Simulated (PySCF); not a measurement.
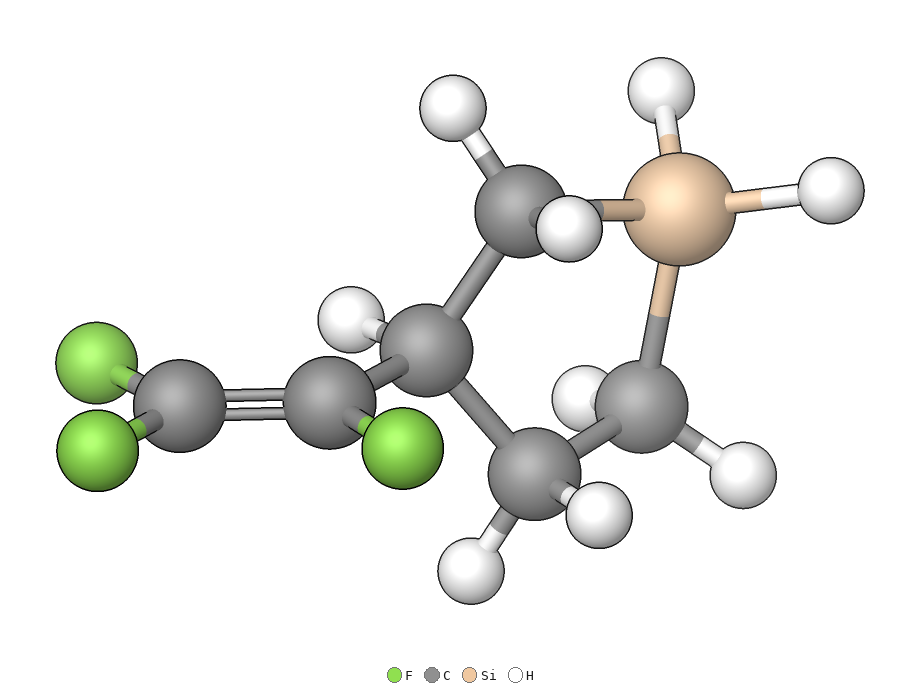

The geometry was computed by an optimisation with PBE0-D3(BJ)/def2-SVP. No frequency run is at hand to confirm it as a minimum.

Draw it as a skeletal formula.

SMILES: FC(F)=C(F)[C@@H]1CC[SiH2]C1

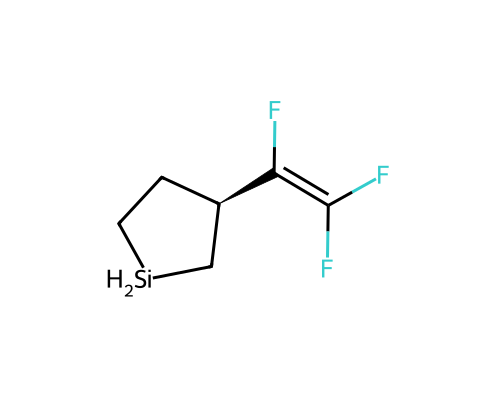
